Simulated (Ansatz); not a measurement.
Start from ZnS in the zinc blende structure (space group F-43m, No. 216; a = 5.389 Å). Axes: x, y, z lie along the cube axes.

Modification: biaxial strain −0.83 %, plane normal [111], relaxed out of plane (Cartesian); in-plane vectors clamped, the third vector and the atoms free.

Method: r2SCAN, PAW, 500 eV (Ansatz, a quantum-chemistry and plane-wave program; scalar-relativistic without spin-orbit coupling).

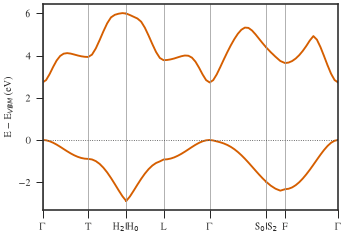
*Highest valence and lowest conduction band along the path of the changed cell's own zone*

From the figure, how large is the changed gap, and is it direct?

About 2.7 eV, direct at Γ.

Stability against distortions was not tested. k-point labels follow each cell's own Brillouin zone.
